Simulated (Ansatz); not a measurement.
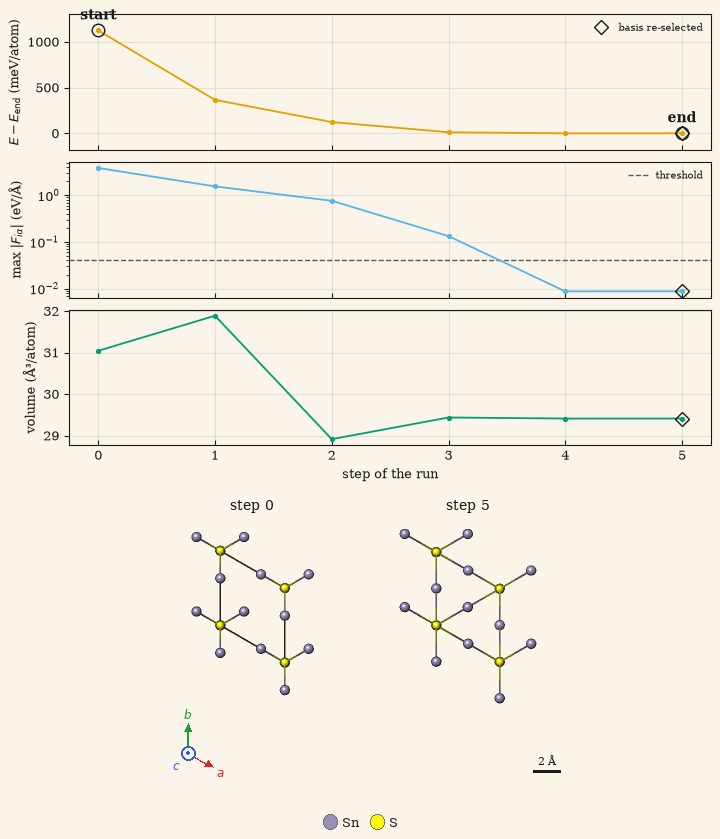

First and last geometry of a relaxation of crystalline Sn4S (a generated structure, set up in I-43m) (coarse preliminary run), with the history of the run. Style: ball-and-stick. Shown: the cell of the calculation, along the c axis.

Computed with Ansatz 0.2.0, DFT PBE, scalar-relativistic, plane waves, PAW. Settings: plane-wave cutoff 420 eV; k-point mesh 4 × 4 × 4; occupations gaussian; smearing width 0.1 eV; no spin polarisation; cell and atoms relaxed; force threshold 0.04 eV/Å; at most 70 steps.

**What do the curves and the structures tell?**

It converged. The energy falls by 1124 meV per atom in 4 accepted moves (5 points after the start). The largest force component goes from 3.9 to 0.0087 eV/Å. The pressure goes from 15.94 to −0.01 GPa. The SCF was repeated once at an unchanged geometry on a basis and grid sized afresh for the cell, which shifted the energy by 0.2 meV per atom at most. The largest moves relative to the cell, 0.73 Å, are those of Sn atoms. S stays in place. The volume changes by −5.3 %, with a = b = c 5.864 → 5.759 Å (−1.8 %). Among the contacts that change: S–Sn 3.698 → 2.898 Å, S–Sn 2.166 → 2.861 Å. New bonds form: S–Sn (3.70 → 2.90 Å). The space group stays I-43m (No. 217). The run took 27 s on 1 thread of Arm Neoverse V1, on a shared host, peak memory 0.36 GiB.

| step | E − E(0), meV/atom | largest force component, eV/Å | pressure, GPa | volume, Å³/atom | note |
| --- | --- | --- | --- | --- | --- |
| 0 | 0.00 | 3.8658 | 15.94 | 31.043 |  |
| 1 | -758.82 | 1.5527 | 4.13 | 31.888 |  |
| 2 | -1001.18 | 0.7635 | 3.74 | 28.914 |  |
| 3 | -1112.58 | 0.1335 | 0.46 | 29.436 |  |
| 4 | -1124.50 | 0.0087 | 0.02 | 29.411 |  |
| 5 | -1124.26 | 0.0087 | -0.01 | 29.411 | same geometry, new basis |
